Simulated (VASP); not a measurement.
Here is the system:

```yaml
crystal:
  lattice:
    - [3.61982, 0.00000, 0.00000]
    - [-1.80991, 3.13485, 0.00000]
    - [0.00000, 0.00000, 5.88987]
  atoms:
    - { symbol: Pr, position: [0.33333, 0.66667, 0.00000] }
    - { symbol: Pm, position: [0.66667, 0.33333, 0.50000] }
```

Calculation: PBEsol GGA, VASP's PBE PAW potentials (set 64) (plane waves; VASP). Run with 400 eV cut-off, 13×13×7 Γ-centred mesh, tetrahedra with Blöchl corrections, potentials Pr_3 Pm_3.

The 4f electrons are frozen in the core of the lanthanide potential, so 4f levels, which can set the real gap, and their magnetism are missing.

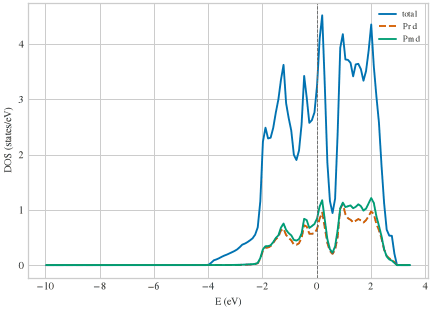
*Total and projected density of states, zero at the Fermi level*

Within 2 eV below the Fermi level the largest weight inside VASP's projection spheres is Pm d, then Pr d.

It has no gap at this level: it comes out as a metal or semimetal.

The structure comes from a computed database's PmPr entry (P-6m2); how it stands against other phases isn't given here. It was relaxed first, which changed the volume by -7 %.
